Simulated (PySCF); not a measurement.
Consider C4H5F3OS2Si.

```xyz
16

O     2.9684   -0.9556   -0.9665
C     2.0973   -0.5267   -0.2658
Si    0.2500   -0.8949   -0.6165
S    -0.8372   -1.3610    1.1576
C    -2.2932   -0.3569    0.6852
C    -1.8659    0.9945    0.1677
S    -0.8130    0.8224   -1.3220
C     2.4420    0.3605    0.9529
F     3.5610    1.0653    0.8082
F     1.4478    1.2324    1.1972
F     2.5708   -0.3955    2.0517
H     0.2393   -1.9396   -1.6243
H    -2.8549   -0.9125   -0.0649
H    -2.8954   -0.2516    1.5867
H    -2.7292    1.5836   -0.1388
H    -1.2953    1.5445    0.9153
```

Geometry: GFN2-xTB.

Method: PySCF, PBE0/pcSseg-1, SCF density, gas phase, non-relativistic.

Question: Predict the electron density and electron localisation function between the atoms.

Answer: C–O (1.20 Å): ρ is about 3.4 e/Å³ halfway; the ELF peaks at about 0.85 between the atoms (a multiple bond).
C–Si (1.92 Å): the density is about 0.92 e/Å³ at the midpoint; the ELF peaks at about 1 between the atoms: a shared electron pair.

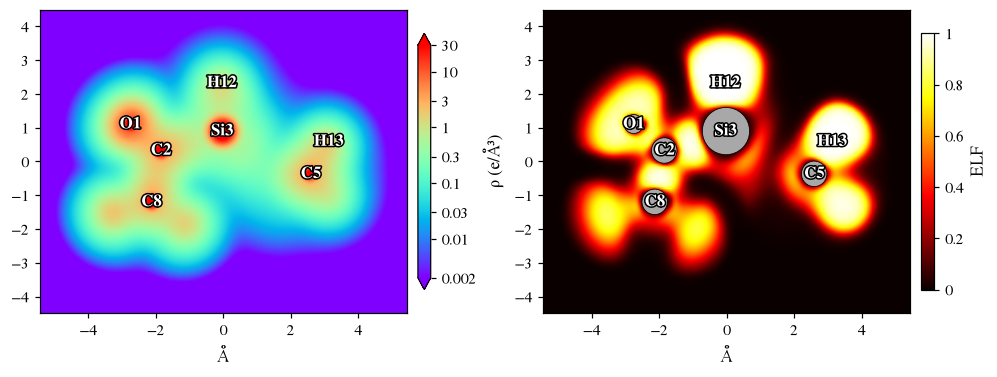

Computed electron density and electron localisation function on the plane of atoms O1, C2 and C8, in this order. Grey discs cover the atomic cores in the ELF map. 
